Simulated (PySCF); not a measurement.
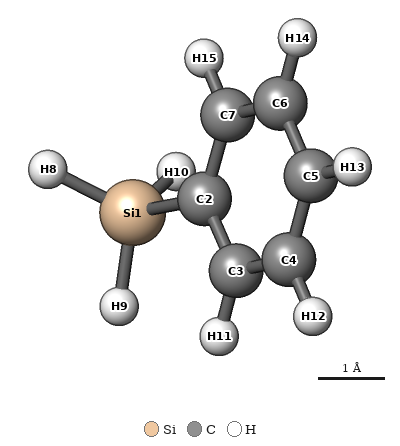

**Figure 1.** The structure as given in the input (ball-and-stick view, seen at a tilt; atoms are numbered from 1 in the order of the input). Bond lengths as drawn: C–C 1.38 to 1.39 Å, C–H 1.08 Å, C–Si 1.89 Å and H–Si 1.46 to 1.47 Å.

**Geometry relaxation, with input and output: C₆H₈Si**

The run: geometry relaxation of C₆H₈Si (phenylsilane). Method and program: PBE0-D3(BJ)/def2-SVP geometry optimisation, gas phase (PySCF 2.14.0).

Output
```
step   0  E = -522.28782378  max force = 0.016463
step   1  E = -522.29011708  max force = 0.001423
step   2  E = -522.29013365  max force = 0.000712
step   3  E = -522.29013500  max force = 0.000772
step   4  E = -522.29013652  max force = 0.000271
optimisation converged
```

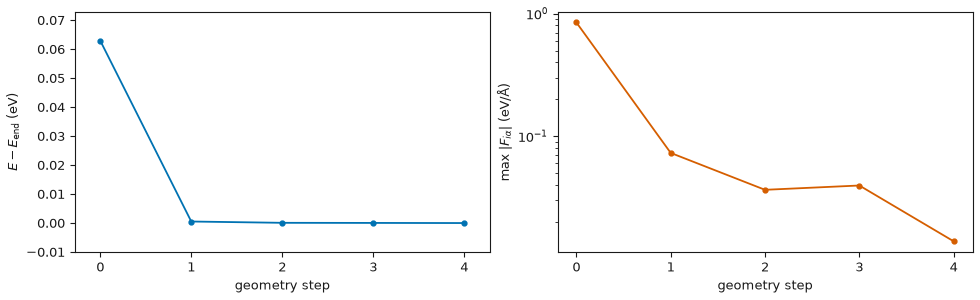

**Figure 2.** Progress of the relaxation, step by step (steps are counted from 0).

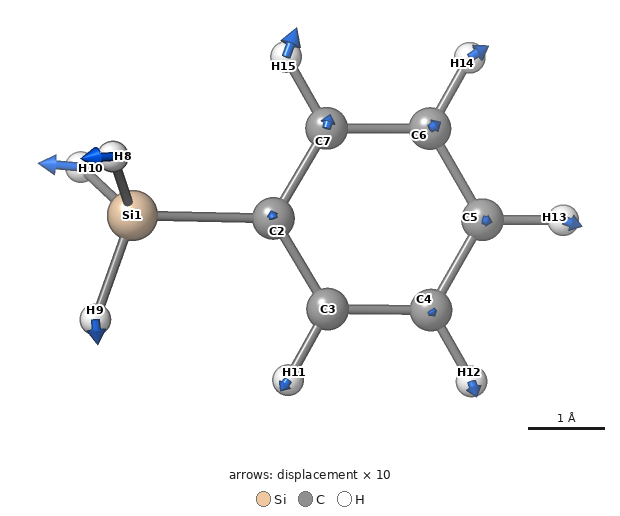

**Figure 3.** The starting structure with the displacements as blue arrows, magnified 10 times (ball-and-stick view, seen at a tilt). The two geometries are laid on each other by the best rigid fit. The largest move after the best rigid fit is that of H10, 0.058 Å. By element the largest moves are H 0.058 Å, C 0.020 Å, Si 0.005 Å. Among the contacts that change: Si1–H9 1.464 → 1.494 Å, Si1–H10 1.466 → 1.496 Å, C3–H11 1.081 → 1.094 Å, C3–C4 1.384 → 1.395 Å. Over 4 geometry steps the energy falls by 0.063 eV. The largest force component goes from 0.85 to 0.014 eV/Å. (Atoms are counted from 1 in the order of the input.)

The run was set up as follows.

The input
```
{"job": {"xc": "PBE0", "basis": "def2-SVP", "d3": "d3bj", "grid": 1, "kind": "geom"}, "charge": 0, "multiplicity": 1}
Si     2.473060    -0.016994     0.218888
C      0.594592    -0.016515     0.046033
C     -0.127234    -1.192678    -0.131502
C     -1.505337    -1.177153    -0.255086
C     -2.191758     0.023846    -0.202486
C     -1.491534     1.205925    -0.025430
C     -0.114472     1.180866     0.097624
H      3.061702     0.780926    -0.860727
H      2.963967    -1.393872     0.144222
H      2.835034     0.574290     1.510171
H      0.399478    -2.135995    -0.173301
H     -2.046103    -2.103145    -0.391315
H     -3.268023     0.039652    -0.298318
H     -2.021634     2.147068     0.018205
H      0.425030     2.107738     0.237272
```

The first line tells a small driver script what to run in PySCF; the rest is the geometry in Å.

Key numbers

| quantity | value |
| --- | --- |
| outcome | converged |
| total energy | −522.290137 hartree |
| dipole moment | 0.93 D |
| point group | Cs |
| hardware | 1 CPU thread, shared host |
| wall time | 38 s |
| peak memory | 0.56 GiB |
